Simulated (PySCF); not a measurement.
# HfNOH: singlet, from a bent start

The task is one start of a wider search on HfNOH: the singlet, from a bent start. It is relaxed, tested by its Hessian and followed downhill if it is a saddle.

Program: PySCF 2.14.0. Level of theory: PBE0, basis Hf def2-TZVP with ECP60, N def2-TZVP, O def2-TZVP, H def2-TZVP, scalar-relativistic core potentials, no spin–orbit coupling, density fitting. These are calculated values, not measurements.

**1. Where the work starts**

4 atoms, charge 0, spin multiplicity 1.

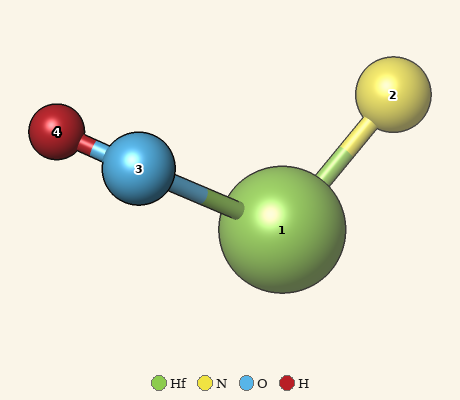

As it starts; hafnium green, nitrogen yellow, oxygen blue, hydrogen red; atoms are numbered from 1 in the order of the file.

Z-matrix (Å, degrees; charge 0 multiplicity 1):
```
Hf
N  1 1.8800
O  1 2.1500 2 110.00
H  3 0.9600 1 130.00 2 90.00
```

**2. Finding the electronic state**

The steps below are one call of a driver around PySCF. For each, scf.py gives the equivalent set-up of the SCF; relaxations use the driver's own optimiser. After this first run the driver tries any further starts and a stability analysis.

Contents of scf.py:

```python
from pyscf import gto, scf, dft
mol = gto.M(atom='''
Hf     0.000000     0.000000     0.000000
N      1.540000     0.000000     1.078300
O     -1.761200     0.000000     1.233200
H     -2.266700     0.735400     1.587100''',
    basis={'Hf': 'def2-TZVP', 'N': 'def2-TZVP', 'O': 'def2-TZVP', 'H': 'def2-TZVP'},
    ecp={'Hf': 'def2-TZVP'},
    charge=0, spin=0)
mf = dft.RKS(mol, xc='PBE0')
mf.grids.atom_grid = (50, 194)
aux = {'Hf': 'def2-universal-JKFIT', 'N': 'def2-universal-JKFIT', 'O': 'def2-universal-JKFIT', 'H': 'def2-universal-JKFIT'}
mf = mf.density_fit(auxbasis=aux)
mf.conv_tol = 1e-08
mf.diis_space = 10
mf.max_cycle = 60
mf.init_guess = 'minao'
mf.verbose = 4
mf.kernel()
```

The run is started by

```console
OMP_NUM_THREADS=4 python axn.py task.json out
```

The log of the run:

```text
init E= -159.771626761089
  HOMO = -0.445607144248245  LUMO = -0.319797906394161  gap/eV = 3.42344
cycle= 1 E= -178.060607965748  delta_E= -18.3  |g|= 1.22  |ddm|= 6.68
  HOMO = -0.104921896507015  LUMO = -0.0762281252990533  gap/eV = 0.78080
cycle= 2 E= -172.674411672445  delta_E= 5.39  |g|= 3.92  |ddm|= 3.34
  HOMO = -0.187012311354263  LUMO = -0.0787468514242349  gap/eV = 2.94605
cycle= 3 E= -178.226537606217  delta_E= -5.55  |g|= 0.754  |ddm|= 3.17
  HOMO = -0.164420270931015  LUMO = -0.135637895585816  gap/eV = 0.78321
cycle= 4 E= -178.196023981891  delta_E= 0.0305  |g|= 0.926  |ddm|= 1.04
  HOMO = -0.216023722619652  LUMO = -0.139766485271757  gap/eV = 2.07507
cycle= 5 E= -178.389185417596  delta_E= -0.193  |g|= 0.174  |ddm|= 0.539
  HOMO = -0.196506193884439  LUMO = -0.126074133209119  gap/eV = 1.91655
cycle= 6 E= -178.389872472639  delta_E= -0.000687  |g|= 0.165  |ddm|= 0.201
  HOMO = -0.206347848188273  LUMO = -0.126053290649015  gap/eV = 2.18493
cycle= 7 E= -178.395730604812  delta_E= -0.00586  |g|= 0.0569  |ddm|= 0.0734
  HOMO = -0.209309522351388  LUMO = -0.12617612351135  gap/eV = 2.26218
cycle= 8 E= -178.396482503678  delta_E= -0.000752  |g|= 0.0105  |ddm|= 0.0252
  HOMO = -0.209815572173643  LUMO = -0.126078483069438  gap/eV = 2.27860
cycle= 9 E= -178.396509951952  delta_E= -2.74e-05  |g|= 0.00118  |ddm|= 0.00614
  HOMO = -0.209955768245193  LUMO = -0.126124423045152  gap/eV = 2.28117
cycle= 10 E= -178.396510490393  delta_E= -5.38e-07  |g|= 0.000537  |ddm|= 0.00178
  HOMO = -0.21004713190473  LUMO = -0.126144709461755  gap/eV = 2.28310
cycle= 11 E= -178.396510699489  delta_E= -2.09e-07  |g|= 0.000207  |ddm|= 0.00162
  HOMO = -0.210089844846626  LUMO = -0.126158462466197  gap/eV = 2.28389
cycle= 12 E= -178.396510741538  delta_E= -4.2e-08  |g|= 0.000111  |ddm|= 0.00102
  HOMO = -0.210104507105187  LUMO = -0.12616238932738  gap/eV = 2.28418
cycle= 13 E= -178.396510746769  delta_E= -5.23e-09  |g|= 1.36e-05  |ddm|= 0.000246
  HOMO = -0.210107505355047  LUMO = -0.126161595427988  gap/eV = 2.28428
Extra cycle  E= -178.396510746368  delta_E= 4.01e-10  |g|= 5.13e-05  |ddm|= 5.22e-05
converged SCF energy = -178.396510746368
```

This step, with its further starts and checks, took 8.1 s on 4 threads of Arm Neoverse V1, shared host.

The starts that the driver tried:

| start | energy (Eh) |
| --- | --- |
| the minimal-basis guess | -178.396511 |
| a thermally smeared density | -178.396511 |
| a smeared PBE density | -178.396511 |

No lower closed-shell solution turned up from the other starts or in the test of internal stability.

**3. Bent start, singlet: relaxation**

The program finds C1 symmetry in the start.

scf.py, as its differences from that of step 2:

```diff
@@ -3,4 +3,4 @@
-Hf     0.000000     0.000000     0.000000
-N      1.540000     0.000000     1.078300
-O     -1.761200     0.000000     1.233200
-H     -2.266700     0.735400     1.587100''',
+Hf     0.042142    -0.003513    -0.172664
+N      1.582142    -0.003513     0.905636
+O     -1.719058    -0.003513     1.060536
+H     -2.224558     0.731887     1.414436''',
@@ -17 +16,0 @@
-mf.init_guess = 'minao'
```

Energy and gradient, step by step:

| step | energy (Eh) | change (kJ/mol) | largest gradient (Eh/bohr) |
| --- | --- | --- | --- |
| 0 | -178.396511 | 0.00 | 0.08236 |
| 1 | -178.417392 | -54.82 | 0.01686 |
| 2 | -178.422458 | -68.12 | 0.04636 |
| 3 | -178.425332 | -75.67 | 0.03196 |
| 4 | -178.428857 | -84.93 | 0.02228 |
| 5 | -178.431716 | -92.43 | 0.01512 |
| 6 | -178.433462 | -97.02 | 0.00959 |
| 7 | -178.433830 | -97.98 | 0.00829 |
| 8 | -178.434150 | -98.82 | 0.00507 |
| 9 | -178.434320 | -99.27 | 0.00266 |
| 10 | -178.434461 | -99.64 | 0.00160 |
| 11 | -178.434508 | -99.76 | 0.00127 |
| 12 | -178.434513 | -99.77 | 0.00036 |
| 13 | -178.434515 | -99.78 | 0.00026 |

The walk took 28 s.

Geometry (Å) and forces (eV/Å) at some steps:

```
step 0
Hf   0.042  -0.004  -0.173   1.468  -0.137   4.235
N    1.582  -0.004   0.906  -3.641   0.087  -2.601
O   -1.719  -0.004   1.061   1.970   0.248  -1.748
H   -2.225   0.732   1.414   0.203  -0.198   0.114
step 1
Hf   0.043  -0.027  -0.110  -0.424  -0.293   0.868
N    1.493   0.021   0.887  -0.706   0.151  -0.241
O   -1.694   0.006   0.987   0.707   0.835  -0.650
H   -2.162   0.721   1.443   0.422  -0.693   0.024
step 7
Hf  -0.003  -0.237  -0.141   0.060   0.159   0.384
N    1.264   0.181   0.997  -0.239  -0.072  -0.208
O   -1.707   0.199   0.739  -0.083   0.113   0.248
H   -1.873   0.578   1.613   0.262  -0.200  -0.424
step 13
Hf  -0.023  -0.238  -0.142  -0.003   0.003  -0.001
N    1.192   0.199   1.032   0.001   0.002  -0.001
O   -1.735   0.194   0.717   0.005  -0.008  -0.013
H   -1.753   0.566   1.600  -0.003   0.003   0.015
```

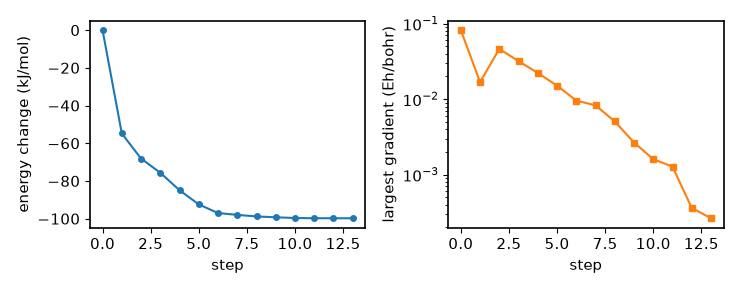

Energy and largest gradient along the walk.

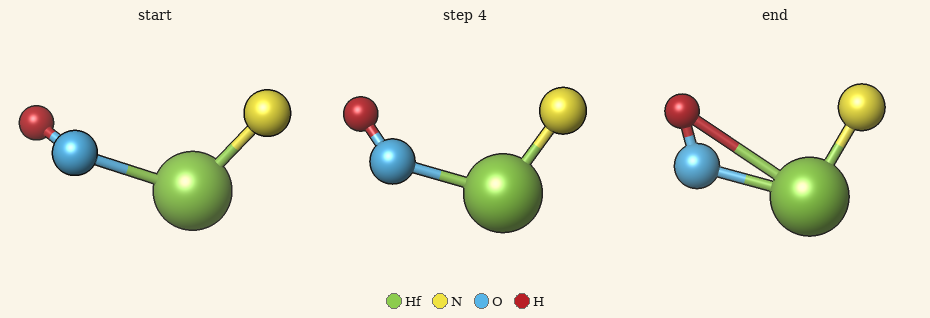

Start and end of the relaxation, with a step between.

After 13 steps and 99.8 kJ/mol it ends at Cs: Hf–N 1.745 Å, Hf–O 1.963 Å, O–H 0.959 Å; H–O–Hf 120.3°, N–Hf–O 105.0°.

**4. Is it a minimum? Harmonic modes**

The point is checked on the finer grid, and tightened if its gradient asks for it. The Hessian and the dipole derivatives come from central differences of analytic gradients, with steps of 0.02 bohr.

scf.py, as its differences from that of step 3:

```diff
@@ -3,4 +3,4 @@
-Hf     0.042142    -0.003513    -0.172664
-N      1.582142    -0.003513     0.905636
-O     -1.719058    -0.003513     1.060536
-H     -2.224558     0.731887     1.414436''',
+Hf     0.057313    -0.065547    -0.151022
+N      1.273742     0.371096     1.022018
+O     -1.654678     0.367199     0.706688
+H     -1.672566     0.737190     1.591094''',
@@ -11 +11 @@
-mf.grids.atom_grid = (50, 194)
+mf.grids.atom_grid = (75, 302)
@@ -14 +14 @@
-mf.conv_tol = 1e-08
+mf.conv_tol = 1e-10
```

The driver hands on the density of the step before, so the log starts near convergence.

Log of the central SCF (cycles and frontier levels):

```text
init E= -178.434560230673
  HOMO = -0.205653473535069  LUMO = -0.10753847034912  gap/eV = 2.66985
cycle= 1 E= -178.434560230614  delta_E= 5.97e-11  |g|= 1.71e-05  |ddm|= 1.38e-05
  HOMO = -0.205648791469689  LUMO = -0.107539222512479  gap/eV = 2.66970
cycle= 2 E= -178.43456022975  delta_E= 8.64e-10  |g|= 6.36e-05  |ddm|= 4.48e-05
  HOMO = -0.205652434218074  LUMO = -0.107538516140391  gap/eV = 2.66982
cycle= 3 E= -178.43456023068  delta_E= -9.3e-10  |g|= 2.67e-06  |ddm|= 3.6e-05
  HOMO = -0.205652431646601  LUMO = -0.107538568119889  gap/eV = 2.66981
cycle= 4 E= -178.434560230681  delta_E= -9.66e-13  |g|= 2.63e-07  |ddm|= 1.41e-06
  HOMO = -0.205652424667  LUMO = -0.107538571683378  gap/eV = 2.66981
Extra cycle  E= -178.434560230682  delta_E= -8.81e-13  |g|= 2.59e-07  |ddm|= 9.95e-07
converged SCF energy = -178.434560230682
```

The whole step took 45 s.

Geometry: Cs; Hf–N 1.745 Å, Hf–O 1.963 Å, O–H 0.959 Å; H–O–Hf 120.3°, N–Hf–O 105.0°.

Modes, for the most abundant isotopes:

```json
{"symmetry": "a'", "ω (cm⁻¹)": "245", "IR (km/mol)": "29.7"}
{"symmetry": "a''", "ω (cm⁻¹)": "593", "IR (km/mol)": "113"}
{"symmetry": "a'", "ω (cm⁻¹)": "613", "IR (km/mol)": "244"}
{"symmetry": "a'", "ω (cm⁻¹)": "652", "IR (km/mol)": "2.8"}
{"symmetry": "a'", "ω (cm⁻¹)": "942", "IR (km/mol)": "35.9"}
{"symmetry": "a'", "ω (cm⁻¹)": "3913", "IR (km/mol)": "122"}
```

All wavenumbers are real: a minimum.

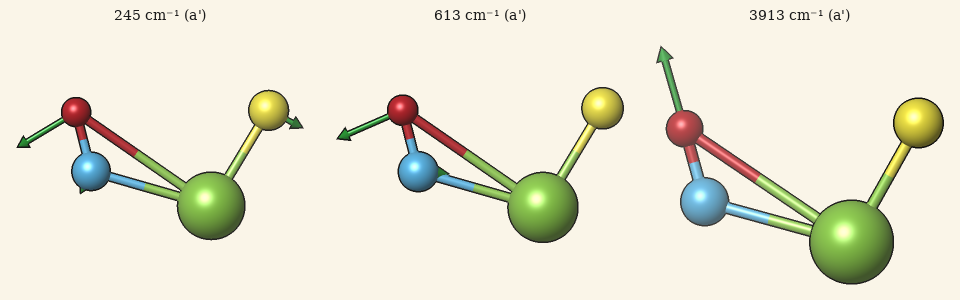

How the atoms move in 3 of the modes.

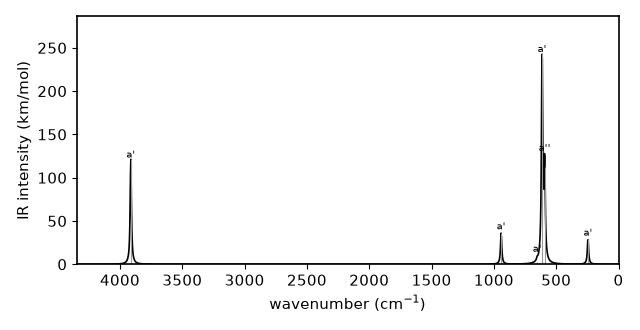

The harmonic infrared spectrum (widths in cm⁻¹). Lines are broadened to a width of 12 cm⁻¹ (Lorentzian).

Constants and moments:

| Quantity | Value |
| --- | --- |
| Dipole moment | 5.75 D |
| Highest occupied level | -5.60 eV |
| Lowest empty level | -2.93 eV |
| Rotational constants | 0.5035, 0.237, 0.1612 cm⁻¹ |
| Zero-point energy | 41.6 kJ/mol |
| Principal polarisabilities | 32.8, 47.9, 82.0 bohr³ |
| Atomisation energy without zero-point energy | 1388 kJ/mol |
| Principal traceless quadrupole moments about the centre of mass | -18.94, 9.05, 9.88 D Å |
| Entropy at 298.15 K and 1 bar | 288.9 J/(mol K) |
| Heat capacity Cp at 298.15 K | 55.0 J/(mol K) |
| Enthalpy at 298.15 K above 0 K | 12.52 kJ/mol |
| Rotational symmetry number | 1 |

Charges (e) and bond orders:

| atom | Mulliken | Löwdin | polar tensor | Mayer order to Hf1 |
| --- | --- | --- | --- | --- |
| Hf1 | 0.90 | 0.60 | 1.18 | – |
| N2 | -0.56 | -0.44 | -0.64 | 3.04 |
| O3 | -0.68 | -0.32 | -0.84 | 1.09 |
| H4 | 0.34 | 0.16 | 0.29 | 0.01 |

Mulliken populations on Hf1 (outside its core potential): s 2.27, p 6.30, d 2.44, f 0.09.

**5. Would spin polarisation lower it?**

At the lowest minimum the closed shell is tested against spin polarisation, on the (50, 194) grid. It is stable.

**6. What came out**

| quantity | value |
| --- | --- |
| minimum | singlet, Cs |
| geometry | Hf–N 1.745 Å, Hf–O 1.963 Å, O–H 0.959 Å; H–O–Hf 120.3°, N–Hf–O 105.0° |
| wavenumbers (cm⁻¹) | 245 (a'), 593 (a''), 613 (a'), 652 (a'), 942 (a'), 3913 (a') |
| dipole moment | 5.75 D |
| highest occupied, lowest empty level | -5.60, -2.93 eV |
| polar-tensor charge of Hf1 | +1.18 e |
| zero-point energy | 41.6 kJ/mol |
| entropy at 298.15 K | 288.9 J/(mol K) |
| atomisation energy (no zero-point energy) | 1388 kJ/mol |

From C1 at the start the molecule goes to a Cs minimum. The strongest infrared band lies at 613 cm⁻¹ (a'). With 5.7 D the molecule is strongly polar. Only this shape and spin were tried, so other structures or states may lie lower. With an element this heavy the missing spin–orbit coupling can shift these numbers.

The search up to here took 83 s on 4 threads of Arm Neoverse V1, shared host.
